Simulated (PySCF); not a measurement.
**Energy and gradient calculation of AlNH5Br**

AlNH5Br, computed with HF/3-21G, RHF (PySCF 2.14.0).

The geometry comes from this level: GFN2-xTB. Figures and captions count atoms from 1; the log counts them from 0 in places.

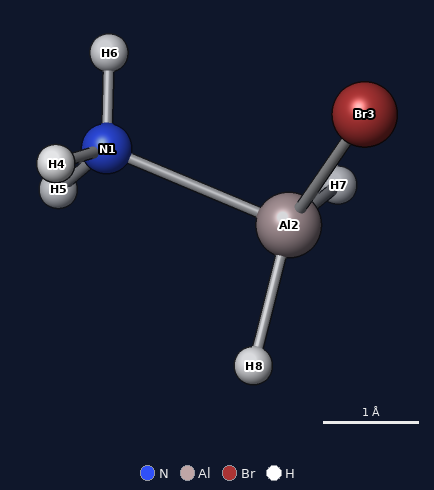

*The input geometry (ball-and-stick view, seen at a tilt; atoms are numbered from 1 in the order of the input). Sticks mark near contacts.*

Bond lengths as drawn: Al–Br 2.27 Å, Al–H 1.55 Å, Al–N 2.08 Å and H–N 1.02 Å.

Results in brief

| quantity | value |
| --- | --- |
| outcome | converged |
| total energy | −2857.779005 hartree |
| basis functions | 54 |
| largest force | 1.734 eV/Å |
| HOMO | −9.88 eV |
| LUMO | 3.42 eV |
| dipole moment | 6.89 D |
| hardware | 1 thread of Intel Xeon (Sapphire Rapids), 16 GiB of memory available, shared host |
| wall time | 1.8 s |
| peak memory | 0.12 GiB |

Input (input.py)
```python
# [NH3+][AlH2-][Br]
import pyscf.grad
from pyscf import gto

mol = gto.M(
    atom='geometry.xyz',
    basis='3-21g',
    verbose=3,
    max_memory=1860,
)

mf = mol.RHF()
mf.conv_tol = 1e-10
mf.kernel()
if not mf.converged:
    mf = mf.newton().run(mf.mo_coeff, mf.mo_occ)

e_tot = mf.e_tot
print('E(%s) = %.9f' % ('HF', e_tot))
grad = mf.Gradients().kernel()
dip = mf.dip_moment()
pop, q = mf.mulliken_pop()
```

File geometry.xyz
```
8
AlBrH5N
N     -0.700610     0.673080    -0.293600
Al     0.618610    -0.840980     0.256910
Br     2.337270     0.413230     1.033850
H     -0.962690     1.261590     0.498400
H     -1.552100     0.266110    -0.674760
H     -0.297610     1.280450    -1.008610
H      0.813230    -1.501230    -1.129410
H     -0.256110    -1.552260     1.317210
```

Command:
```bash
OMP_NUM_THREADS=1 python input.py
```

What the program printed
```
converged SCF energy = -2857.77900502987
E(HF) = -2857.779005030
--------------- RHF gradients ---------------
         x                y                z
0 N     0.0036685586    -0.0075726973     0.0018513336
1 Al     0.0273280536    -0.0030974057     0.0117801964
2 Br    -0.0260915648    -0.0178121825    -0.0117668141
3 H    -0.0039161051     0.0060438572     0.0031509685
4 H    -0.0044836088     0.0010272523    -0.0019975951
5 H    -0.0001301459     0.0059829508    -0.0049162608
6 H    -0.0042750992     0.0074317826     0.0148464542
7 H     0.0078999116     0.0079964426    -0.0129482826
----------------------------------------------
Dipole moment(X, Y, Z, Debye): -5.74722,  2.87673, -2.47188
 ** Mulliken pop  **
pop of  0 N 1s            1.98714
pop of  0 N 2s            0.36317
pop of  0 N 3s            1.36544
pop of  0 N 2px           0.61971
pop of  0 N 2py           0.62925
pop of  0 N 2pz           0.58207
pop of  0 N 3px           0.82515
pop of  0 N 3py           0.85083
pop of  0 N 3pz           0.72606
pop of  1 Al 1s           1.99875
pop of  1 Al 2s           1.97907
pop of  1 Al 3s           0.60063
pop of  1 Al 4s           0.25886
pop of  1 Al 2px          1.95857
pop of  1 Al 2py          1.95843
pop of  1 Al 2pz          1.96397
pop of  1 Al 3px          0.32142
pop of  1 Al 3py          0.30568
pop of  1 Al 3pz          0.48460
pop of  1 Al 4px          0.04158
pop of  1 Al 4py          0.04882
pop of  1 Al 4pz          0.16463
pop of  2 Br 1s           1.99981
pop of  2 Br 2s           1.99676
pop of  2 Br 3s           2.00145
pop of  2 Br 4s           0.72893
pop of  2 Br 5s           1.28654
pop of  2 Br 2px          1.99654
pop of  2 Br 2py          1.99662
pop of  2 Br 2pz          1.99668
pop of  2 Br 3px          1.99071
pop of  2 Br 3py          1.99097
pop of  2 Br 3pz          1.99148
pop of  2 Br 4px          0.75310
pop of  2 Br 4py          0.76314
pop of  2 Br 4pz          0.79252
pop of  2 Br 5px          1.03246
pop of  2 Br 5py          1.08560
pop of  2 Br 5pz          1.11092
pop of  2 Br 3dxy         1.99929
pop of  2 Br 3dyz         1.99980
pop of  2 Br 3dz^2        1.99979
pop of  2 Br 3dxz         1.99964
pop of  2 Br 3dx2-y2      1.99979
pop of  3 H 1s            0.42985
pop of  3 H 2s            0.18714
pop of  4 H 1s            0.43345
pop of  4 H 2s            0.18595
pop of  5 H 1s            0.42982
pop of  5 H 2s            0.18705
pop of  6 H 1s            0.41516
pop of  6 H 2s            0.88513
pop of  7 H 1s            0.41513
pop of  7 H 2s            0.88493
 ** Mulliken atomic charges  **
charge of    0N =     -0.94884
charge of    1Al =      0.91499
charge of    2Br =     -0.51254
charge of    3H =      0.38301
charge of    4H =      0.38059
charge of    5H =      0.38313
charge of    6H =     -0.30028
charge of    7H =     -0.30005
```

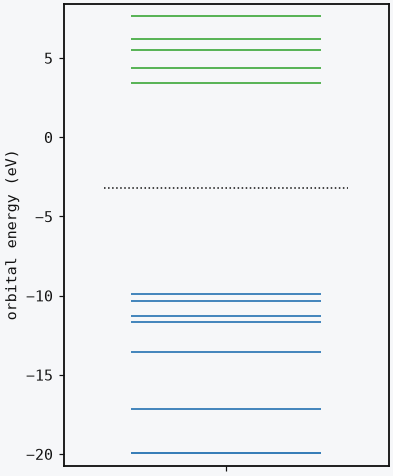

*Orbital energies near the frontier; the dotted line parts filled from empty levels, and levels within 0.02 eV of each other stand side by side.*

Highest filled −9.88 eV, lowest empty 3.42 eV, 13.30 eV apart.
